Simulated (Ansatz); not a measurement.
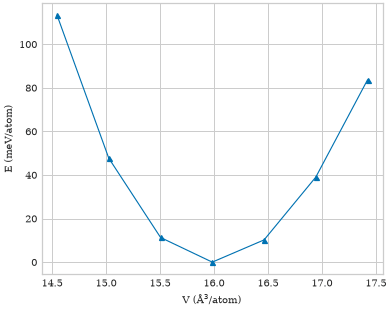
Mo (hcp (Mg type), P6_3/mmc) under volume change, r²SCAN in the plane-wave PAW code Ansatz, shape and atoms relaxed at each volume.

### Question
What does a third-order Birch–Murnaghan fit give for V₀, B₀ and B′?

### Answer
V₀ = 15.98 Å³/atom, B₀ = 239 GPa, B′ = 4.0.

The start of the workflow was typed in or built on a structure type; the Crystallography Open Database copy checked does not list it. It is not the phase usual at ambient conditions (space group No. 229). Symmetry was held in the r²SCAN relaxation; whether a distortion lowers the energy is not shown. The run is not spin-polarised.

Potentials: the earlier of the program's two PAW sets.
